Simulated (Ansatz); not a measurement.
```xyz
11

B    -0.1161    0.2006    0.1430
F    -0.2530   -1.0963    0.5882
N     1.4206    0.6249    0.0461
H     2.0221   -0.2016    0.1604
H     1.6372    1.0430   -0.8682
F    -0.8054    0.4881   -1.0075
O    -0.5166    1.1824    1.2799
Al    1.2367    1.8327    1.6130
H     1.8648    1.1887    2.9339
H     1.3795    3.3692    1.2076
H    -1.2587    0.9006    1.8414
```

All numbers below come from Ansatz 0.2.0, RKS PBE/def2-SVP.

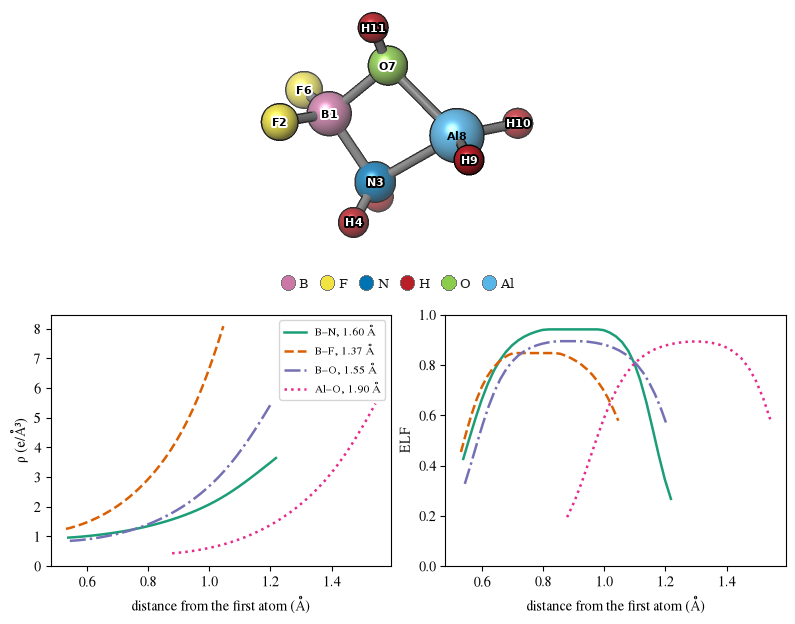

AlBF₂H₅NO. Electron density and electron localisation function along straight lines between neighbouring atoms. The curves leave out the atomic cores. The structure is drawn too.

Q: Compare the contacts.

A: B–N (1.60 Å): the density is about 1.3 e/Å³ at the midpoint; the ELF peaks at about 0.95 between the atoms (a shared but strongly polarised pair).
B–F (1.37 Å): the density is about 1.9 e/Å³ at the midpoint; the ELF peaks at about 0.85 between the atoms: a shared but strongly polarised pair.
B–O (1.55 Å): ρ is about 1.3 e/Å³ halfway; the ELF peaks at about 0.90 between the atoms (a polar covalent bond).
Al–O (1.90 Å): the density is about 0.52 e/Å³ at the midpoint; the ELF peaks at about 0.90 in the valence shell of O, 0.6 Å from its nucleus, and is about 0.40 at the midpoint.
